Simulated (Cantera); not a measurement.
A closed system holds: 1 mol SiCl4, 0.59 mol Cl2, 8 mol H2, 4.3 mol HCl, held at 0.100 bar.

Cantera equilibrium calculation (NASA polynomials, part measured and part estimated; ideal gas, pure solids and liquids). Candidate condensed phases: Si; 19 gas species. The tables' values for SiCl3 are old estimates; treat these amounts as uncertain. The numbers say what is thermodynamically allowed, not how fast it happens.

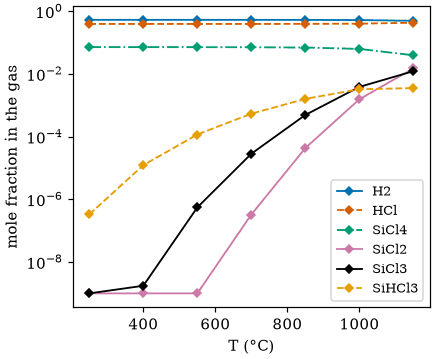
Equilibrium gas composition (values under 1e-9 drawn at 1e-9)

Q: Read off the mole fractions at 1000 °C.

A: H2 about 0.52, HCl about 0.40, SiCl4 about 0.063, SiCl3 about 0.0039, SiHCl3 about 0.0033, SiCl2 about 0.0016.
